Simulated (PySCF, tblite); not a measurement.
# C₃H₈FNSi: dynamics, then NMR shifts on frames

Aim: move C₃H₈FNSi (`C=C(CF)[SiH2]N`) away from its starting geometry and see how NMR shifts follow the geometry.

Programs: tblite 0.8.0 and PySCF 2.14.0, with density-fitted response routines of our own. Each step states its level of theory. These are calculated values for one molecule in the gas phase, unless marked as measured. Atoms are numbered from 0 throughout.

## Step 1: The molecule as given

14 atoms, charge 0, multiplicity 1; geometry from: GFN2-xTB.

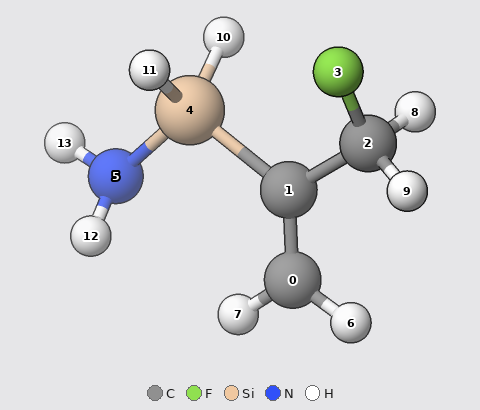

The starting geometry (carbon grey, fluorine green, silicon light orange, nitrogen blue, hydrogen white), atoms numbered; sticks join atoms by distance.

## Step 2: A short Langevin run with GFN2-xTB

The job: settings as JSON, then the geometry in Å.

```
{"job": {"kind": "md", "xc": "GFN2-xTB", "basis": "xTB", "temperature": 200, "steps": 2000, "every": 50, "frames": 5}, "charge": 0, "multiplicity": 1}
C     -0.711911     1.506398    -0.090758
C     -0.595967     0.187226    -0.079218
C     -1.803016    -0.667639    -0.310319
F     -1.731314    -1.847726     0.396641
Si     1.027056    -0.758824     0.157080
N      2.274277     0.431702     0.180625
H     -1.660482     2.004735    -0.235225
H      0.145652     2.145657     0.024213
H     -1.866766    -0.953952    -1.368213
H     -2.734398    -0.176053    -0.007679
H      1.306950    -1.576854    -1.024614
H      0.912021    -1.593493     1.360299
H      2.210598     1.188348     0.842563
H      3.226621     0.110003     0.132439
```

With the program's defaults for keys left out, this is: GFN2-xTB Langevin dynamics, gas phase.

Started as:

```
> OMP_NUM_THREADS=1 python probes_run.py task.json out
```

One launch serves the whole session: the jobs run in the order shown.

Output:

```text
t/fs     T/K      E/eV
    0.0   154.9   -540.49977
   25.0    83.1   -540.26524
   50.0   144.5   -540.33513
   75.0   114.0   -540.23830
  100.0   184.3   -540.31758
  125.0   200.2   -540.31332
  150.0   245.8   -540.29057
  175.0   240.0   -540.17050
  200.0   253.3   -540.04474
  225.0   339.5   -540.16395
  250.0   243.6   -540.12950
  275.0   216.0   -540.07196
  300.0   282.6   -540.18450
  325.0   214.4   -540.10386
  350.0   216.6   -540.07948
  375.0   254.5   -540.16885
  400.0   171.0   -540.09619
  425.0   205.6   -540.13903
  450.0   180.1   -540.06475
  475.0   214.7   -540.10306
  500.0   214.1   -540.05712
  525.0   252.1   -540.10522
  550.0   278.7   -540.12161
  575.0   239.5   -540.04398
  600.0   198.8   -540.10984
  625.0   204.8   -540.13625
  650.0   167.4   -540.13435
  675.0   215.0   -540.11389
  700.0   256.4   -540.16893
  725.0   256.4   -540.10751
  750.0   230.2   -540.12609
  775.0   119.9   -539.93157
  800.0   263.7   -540.15781
  825.0   241.4   -540.14842
  850.0   252.2   -540.19301
  875.0   199.5   -540.13338
  900.0   196.3   -540.16992
  925.0   213.0   -540.22295
  950.0   162.8   -540.03036
  975.0   176.2   -540.14867
 1000.0   162.5   -540.12074
```

Wall time 10 s (1 thread of Arm Neoverse V1, shared host); peak memory 0.18 GiB.

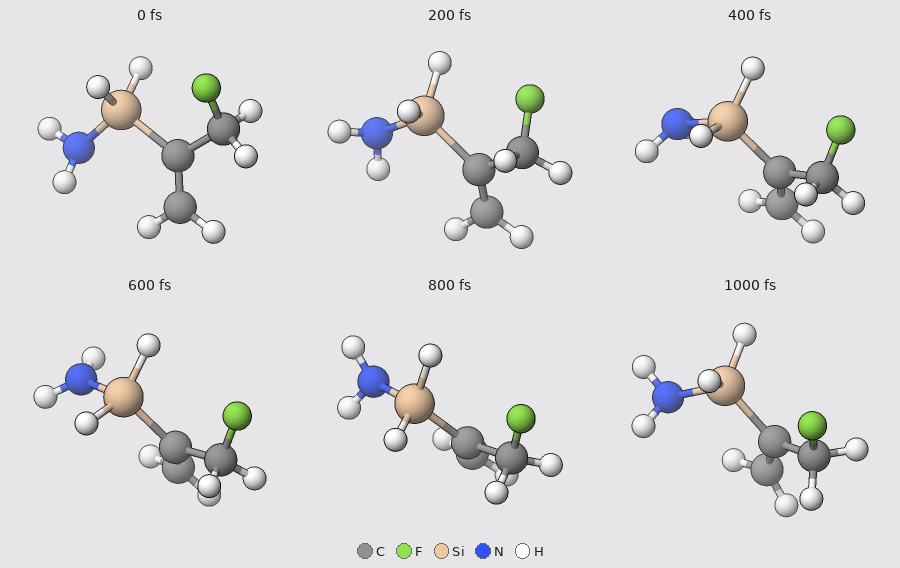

Frames of the run.

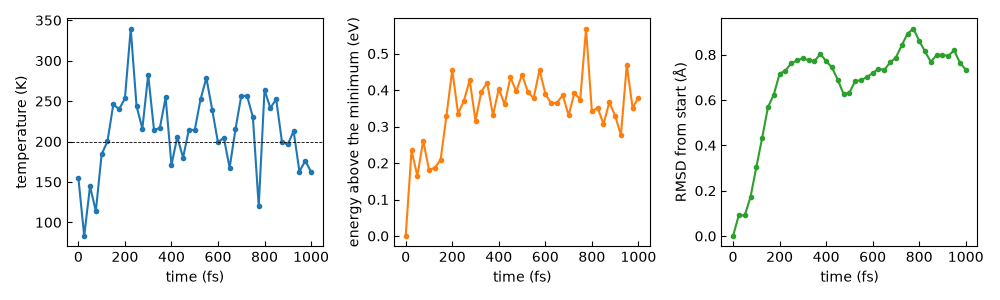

Temperature, potential energy and distance from the start.

Positions (Å) and forces (eV/Å) at 1000 fs:

```xyz
14

C     0.524    0.710   -0.745    0.972   -0.280    0.483
C    -0.131   -0.248   -0.106    0.427   -0.444    0.582
C    -1.583   -0.183    0.208   -1.250    0.280   -0.017
F    -2.069   -1.196    1.022    0.754    0.081    0.770
Si    0.899   -1.657    0.679    0.170   -0.236   -0.171
N     2.534   -1.106    0.822    0.193    0.000   -0.178
H     0.129    1.627   -1.081   -0.726    0.642   -0.464
H     1.616    0.668   -0.828   -0.554   -0.229   -0.071
H    -2.321   -0.336   -0.579    0.488    0.433   -1.191
H    -1.858    0.798    0.659    0.236   -0.493    0.201
H     0.988   -2.801   -0.224   -0.074   -0.041   -0.119
H     0.457   -2.096    1.994   -0.381    0.047    0.155
H     3.296   -1.761    0.844   -0.127   -0.324   -0.263
H     2.748   -0.455    1.547   -0.128    0.565    0.283
```

## Step 3: Shielding tensors: 250 fs, PBE0/pcSseg-1

The job: settings as JSON, then the geometry in Å.

```
{"job": {"kind": "nmr", "xc": "PBE0", "basis": "pcSseg-1", "pop": false}, "charge": 0, "multiplicity": 1}
C     -0.206400     1.007600    -0.598800
C     -0.466400    -0.108500     0.032800
C     -1.909300    -0.577100     0.295900
F     -2.097400    -1.753800    -0.430500
Si     0.860600    -1.342200     0.617700
N      2.330600    -0.552500     0.293200
H     -0.971100     1.738400    -0.888100
H      0.764100     1.315200    -0.733400
H     -2.553100     0.204900    -0.078500
H     -1.980700    -0.774400     1.321100
H      1.047100    -2.608700    -0.064600
H      0.526000    -1.582200     2.008500
H      2.542200     0.407600     0.303900
H      3.145600    -1.023300     0.014900
```

Level: GIAO PBE0/pcSseg-1 NMR shielding, non-relativistic, gas phase.

Output:

```text
coarse grid: 11992 points
cycle   1  E = -562.6129974187  dE =  6.034e-01  |g| = 6.305e-01  |ddm| = 3.287e+00
cycle   2  E = -562.5607460222  dE =  5.225e-02  |g| = 8.393e-01  |ddm| = 1.145e+00
cycle   3  E = -562.6898208605  dE = -1.291e-01  |g| = 6.467e-02  |ddm| = 7.073e-01
cycle   4  E = -562.6905124883  dE = -6.916e-04  |g| = 3.166e-02  |ddm| = 7.756e-02
cycle   5  E = -562.6907397120  dE = -2.272e-04  |g| = 9.015e-03  |ddm| = 3.248e-02
cycle   6  E = -562.6907560424  dE = -1.633e-05  |g| = 3.270e-03  |ddm| = 8.205e-03
cycle   7  E = -562.6907586890  dE = -2.647e-06  |g| = 6.854e-04  |ddm| = 3.165e-03
final grid: 111128 points
cycle   8  E = -562.7306907232  dE = -3.230e-05  |g| = 8.779e-03  |ddm| = 2.183e-02
cycle   9  E = -562.7306808329  dE =  9.890e-06  |g| = 1.151e-02  |ddm| = 1.557e-02
cycle  10  E = -562.7307074887  dE = -2.666e-05  |g| = 1.055e-03  |ddm| = 8.669e-03
cycle  11  E = -562.7307076829  dE = -1.942e-07  |g| = 2.031e-04  |ddm| = 9.694e-04
cycle  12  E = -562.7307076893  dE = -6.377e-09  |g| = 7.084e-05  |ddm| = 1.972e-04
cycle  13  E = -562.7307076903  dE = -9.636e-10  |g| = 2.702e-05  |ddm| = 6.448e-05
converged SCF energy = -562.7307076903

GIAO shielding tensors (ppm)
atom      isotropic    diamagn.    paramagn.     s11        s22        s33       span
  0 C       56.565     255.009    -198.444    -55.401     62.433    162.663    218.064
  1 C       30.235     263.987    -233.752    -75.124      6.018    159.811    234.935
  2 C       96.930     244.332    -147.402     61.575     84.084    145.130     83.554
  3 F      401.648     472.608     -70.959    366.090    393.188    445.667     79.578
  4 Si     396.796     880.344    -483.548    348.060    382.410    459.916    111.856
  5 N      272.252     316.653     -44.400    239.410    266.072    311.276     71.866
  6 H       25.356      31.197      -5.841     22.673     24.847     28.549      5.875
  7 H       26.772      35.280      -8.508     23.914     25.465     30.936      7.022
  8 H       27.056      29.811      -2.754     22.984     27.462     30.722      7.738
  9 H       27.249      30.337      -3.088     24.591     27.287     29.868      5.277
 10 H       26.699      29.487      -2.788     23.088     25.736     31.274      8.186
 11 H       26.821      29.718      -2.896     22.746     25.755     31.962      9.216
 12 H       32.335      33.790      -1.455     24.055     29.022     43.930     19.875
 13 H       32.391      30.782       1.609     24.090     27.581     45.501     21.410
```

It took 19 s on 1 thread of Arm Neoverse V1, shared host; peak memory 0.71 GiB.

Shifts follow as δ = σ(reference) − σ, with reference shieldings (ppm) from runs at the same level and on the same kind of geometry: 1H TMS 31.72, 13C TMS 186.9, 29Si TMS 349.2, 19F CFCl3 170.9, 15N NH3 267.7. The references are single molecules in the gas phase, so shifts against H2O, NH3, PH3, H3PO4 or CFCl3 are not on the usual liquid scales and can be off by tens of ppm. Each atom is listed at this fixed geometry, with no averaging over motion; a spectrum would average atoms that exchange fast.

```
atoms                                 environment  σ (ppm)  δ (ppm)
   C1             fully substituted alkene carbon     30.2    156.7
   C0                        terminal =CH2 carbon     56.6    130.4
   C2                 allylic sp3 CH2 bonded to F     96.9     90.0
   H6          hydrogen on a terminal =CH2 carbon    25.36     6.36
  H10        hydrogen on a silicon bonded to C, N    26.70     5.02
   H7          hydrogen on a terminal =CH2 carbon    26.77     4.95
  H11        hydrogen on a silicon bonded to C, N    26.82     4.90
   H8  hydrogen on an allylic sp3 CH2 bonded to F    27.06     4.66
   H9  hydrogen on an allylic sp3 CH2 bonded to F    27.25     4.47
  H12         hydrogen on a nitrogen bonded to Si    32.34    -0.62
  H13         hydrogen on a nitrogen bonded to Si    32.39    -0.67
   F3                   fluorine on an sp3 carbon    401.6   -230.7
  Si4                 silicon bonded to C, N, 2 H    396.8    -47.6
   N5                  nitrogen bonded to Si, 2 H    272.3     -4.5
```

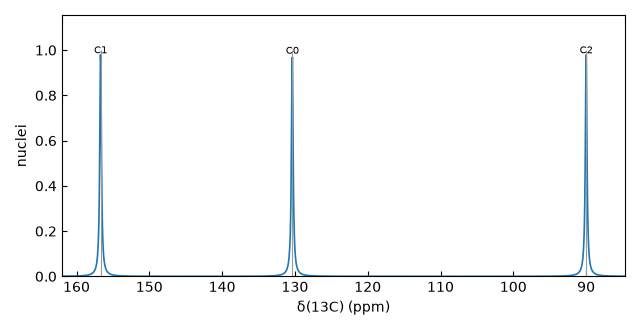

13C lines at the computed shifts, without couplings. Lines are broadened to a width of 0.27 ppm (Lorentzian).

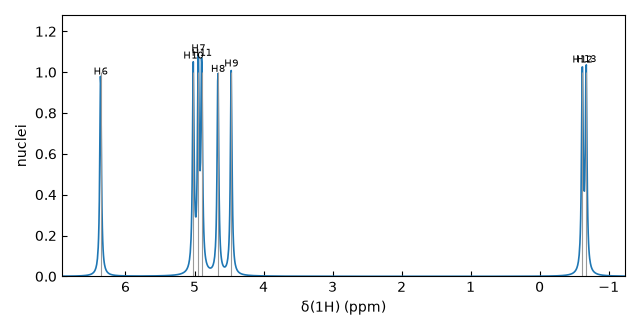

1H lines at the computed shifts, without couplings. Lines are broadened to a width of 0.03 ppm (Lorentzian).

The fields below are evaluated on a grid from the run's orbitals.

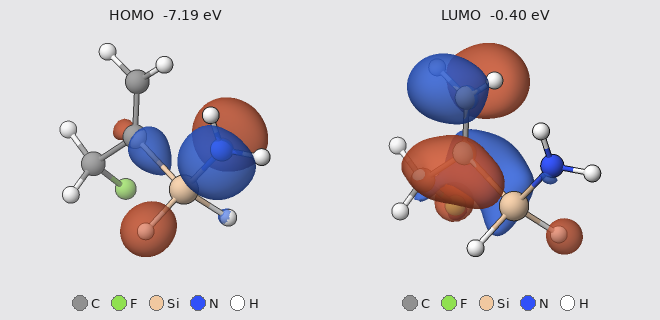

Frontier orbitals at PBE0/pcSseg-1; each surface holds 70 % of the orbital's density, blue and red mark the sign.

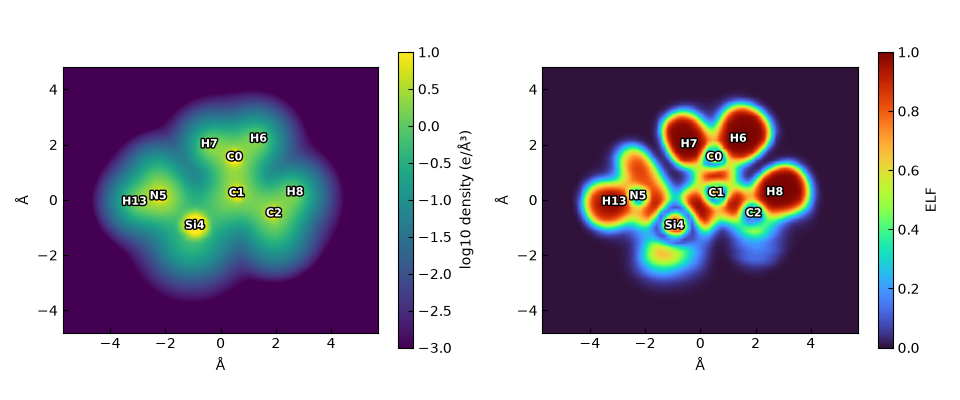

Density (left) and ELF (right) in a plane through or near 9 of the atoms.

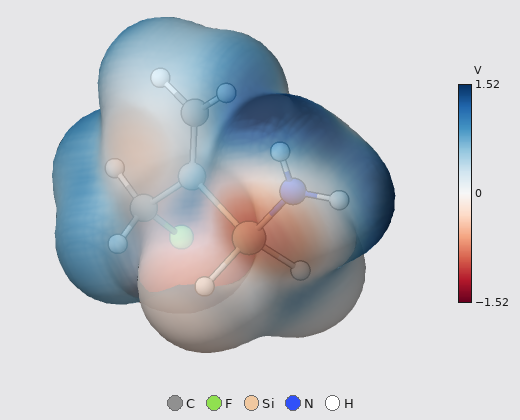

The potential that a unit positive charge feels on the 0.002 e/bohr³ surface, from the 1st to the 99th percentile, from -1.17 V near F3 to 1.52 V near H12.

## Step 4: Shielding tensors: 425 fs, PBE0/pcSseg-1

The job: settings as JSON, then the geometry in Å.

```
{"job": {"kind": "nmr", "xc": "PBE0", "basis": "pcSseg-1", "pop": false}, "charge": 0, "multiplicity": 1}
C      0.235000     0.724500    -0.887600
C     -0.232400    -0.218100    -0.077000
C     -1.723300    -0.409800     0.039000
F     -2.063200    -1.761400    -0.096700
Si     0.779500    -1.641900     0.781800
N      2.484800    -1.370500     0.622200
H     -0.413900     1.470500    -1.313300
H      1.298400     0.920900    -0.989000
H     -2.341700     0.210100    -0.595800
H     -1.951600    -0.132100     1.024300
H      0.685600    -2.820500    -0.065100
H      0.347500    -1.679800     2.270200
H      3.032600    -0.857800     1.276700
H      2.808600    -1.138000    -0.315600
```

Method: GIAO PBE0/pcSseg-1 NMR shielding, non-relativistic, gas phase.

Output:

```text
coarse grid: 11992 points
cycle   1  E = -562.6188115707  dE =  4.617e-01  |g| = 6.126e-01  |ddm| = 3.256e+00
cycle   2  E = -562.5696741879  dE =  4.914e-02  |g| = 8.175e-01  |ddm| = 1.085e+00
cycle   3  E = -562.6915950213  dE = -1.219e-01  |g| = 7.326e-02  |ddm| = 6.612e-01
cycle   4  E = -562.6925062899  dE = -9.113e-04  |g| = 3.630e-02  |ddm| = 9.113e-02
cycle   5  E = -562.6928142122  dE = -3.079e-04  |g| = 1.052e-02  |ddm| = 3.678e-02
cycle   6  E = -562.6928371893  dE = -2.298e-05  |g| = 3.855e-03  |ddm| = 9.968e-03
cycle   7  E = -562.6928410842  dE = -3.895e-06  |g| = 5.803e-04  |ddm| = 3.726e-03
final grid: 111128 points
cycle   8  E = -562.7325440782  dE = -2.970e-05  |g| = 8.790e-03  |ddm| = 2.039e-02
cycle   9  E = -562.7325335653  dE =  1.051e-05  |g| = 1.167e-02  |ddm| = 1.500e-02
cycle  10  E = -562.7325609615  dE = -2.740e-05  |g| = 1.058e-03  |ddm| = 8.407e-03
cycle  11  E = -562.7325611577  dE = -1.963e-07  |g| = 2.002e-04  |ddm| = 9.741e-04
cycle  12  E = -562.7325611642  dE = -6.492e-09  |g| = 5.171e-05  |ddm| = 1.748e-04
cycle  13  E = -562.7325611647  dE = -4.670e-10  |g| = 2.200e-05  |ddm| = 5.071e-05
converged SCF energy = -562.7325611647

GIAO shielding tensors (ppm)
atom      isotropic    diamagn.    paramagn.     s11        s22        s33       span
  0 C       57.296     255.544    -198.248    -56.207     65.341    162.754    218.962
  1 C       23.315     264.700    -241.385    -87.138      5.540    151.544    238.681
  2 C       95.974     244.619    -148.645     57.842     81.263    148.819     90.977
  3 F      412.053     472.294     -60.241    361.147    410.516    464.496    103.349
  4 Si     387.165     879.201    -492.036    345.859    380.708    434.928     89.069
  5 N      265.730     318.673     -52.943    229.121    263.254    304.815     75.695
  6 H       25.743      32.379      -6.636     22.719     25.277     29.231      6.512
  7 H       26.172      33.341      -7.168     23.364     25.192     29.961      6.597
  8 H       27.050      30.305      -3.255     23.496     26.891     30.764      7.268
  9 H       27.199      31.297      -4.098     24.492     27.384     29.721      5.228
 10 H       26.294      28.963      -2.669     21.292     26.555     31.034      9.743
 11 H       25.509      27.470      -1.961     22.198     24.834     29.494      7.296
 12 H       31.949      31.652       0.297     24.978     26.566     44.302     19.324
 13 H       31.373      31.526      -0.154     23.874     28.083     42.161     18.287
```

Wall time 13 s (1 thread of Arm Neoverse V1, shared host); peak memory 0.74 GiB.

Key values: δ C1 163.6, C0 129.6, C2 91.0, F3 -241.1, H11 6.21, H6 5.97 ppm.

(Part 1 of 2 ends here.)
